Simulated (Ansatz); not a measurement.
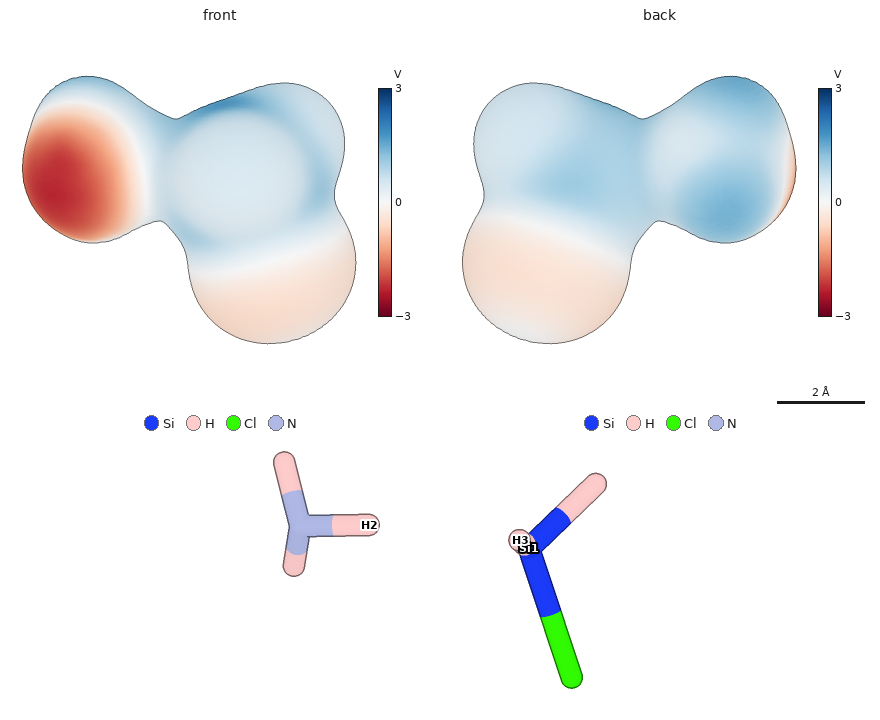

*ClH$_{2}$Si···NH$_{3}$ (doublet). The electrostatic potential painted on the density surface at 0.002 e/bohr³, seen from the front and from behind; red is negative and blue positive. The bare structure is drawn below in the same view.*

Not at a stationary point (largest force 0.8 eV/Å).

Level of theory: Ansatz, UKS B3LYP-D4/6-31G*.

```xyz
8

Si   -0.0098    0.0139   -0.3171
H     0.0456    0.0329    2.3453
H     1.3891   -0.0465   -0.8144
H    -0.7335    1.1945   -0.8566
Cl   -1.0195   -1.7013   -0.9203
N     0.2729   -0.1499    3.3450
H    -0.5339   -0.6551    3.7171
H     0.2751    0.7647    3.7993
```

Which sites attract a positive test charge, and which a negative one?

A positive charge is drawn to the negative regions and a negative charge to the positive ones. The most negative region (about −2.2 V) lies over N6, the most positive (about +1.6 V) over Si1. N6 is the likeliest acceptor of a hydrogen bond.
